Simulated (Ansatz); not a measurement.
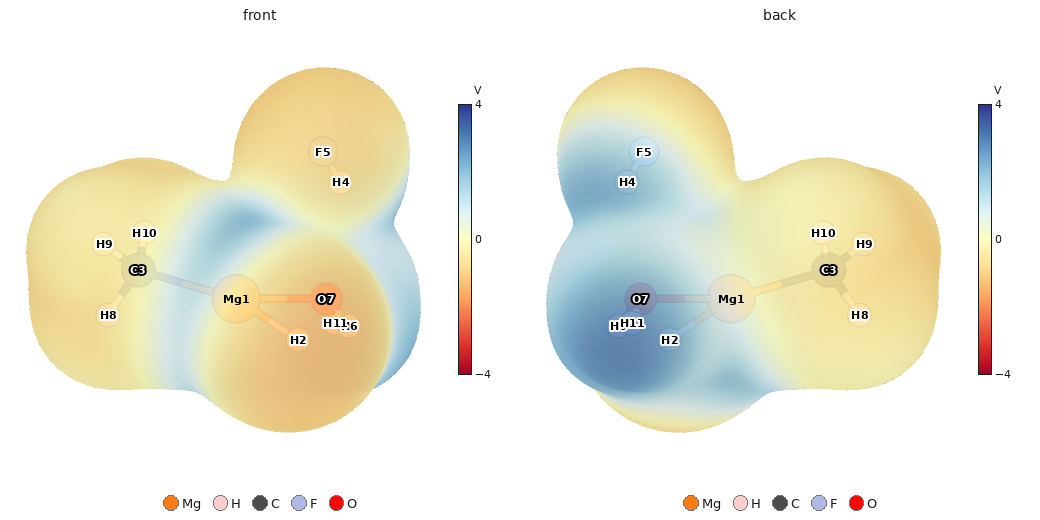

Figure. CH₆MgO···HF. The molecular electrostatic potential painted on the density surface at 0.001 e/bohr³, seen from the front and from behind; the colour scale runs from red (negative) to blue (positive).

Not at a stationary point (largest force 1.1 eV/Å).

The calculation used RKS r2SCAN-D4/def2-SVP in Ansatz 0.2.0.

```tsv
atom	x (Å)	y (Å)	z (Å)
Mg	-0.0405	-0.9048	0.2365
H	0.6615	-1.6213	1.6461
C	-1.0020	-0.7293	-1.6249
H	-0.2449	1.9560	1.5111
F	-1.1201	1.8053	1.7216
H	1.6946	-0.0127	1.4485
O	1.4255	0.6260	0.7565
H	-0.4778	-1.2481	-2.4496
H	-2.0314	-1.1351	-1.6184
H	-1.0943	0.3283	-1.9381
H	2.2293	0.9357	0.3107
```

Which sites attract a positive test charge, and which a negative one?

Answer. A positive charge is drawn to the negative regions and a negative charge to the positive ones. The most negative region (about −1.3 V, or −30 kcal/mol for a unit charge) lies over H2, the most positive (about +3.0 V, or +69 kcal/mol for a unit charge) over H11.
